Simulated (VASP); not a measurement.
Band structure of Ga3As4B (ordered alloy cell). Computed with PBEsol GGA, VASP's PBE PAW potentials (set 64) (plane waves; VASP).

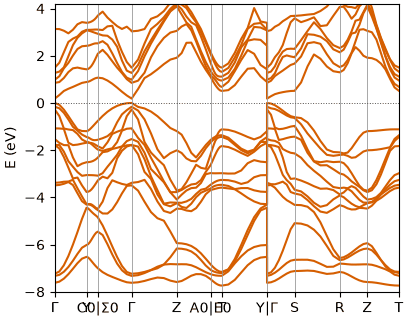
Fig. 1. Bands along high-symmetry lines, zero at the valence-band maximum or, without a gap, the Fermi level

Problem. Read the plot: is there a gap, and where are the band edges?

Solution. The gap is direct, 0.18 eV, from the valence maximum at Γ to the conduction minimum at Γ. (Edges off the drawn lines would not show.)

The structure was generated: Ga3As4B was put into an ordered model structure (Amm2), which need not be its known phase. It was relaxed first.
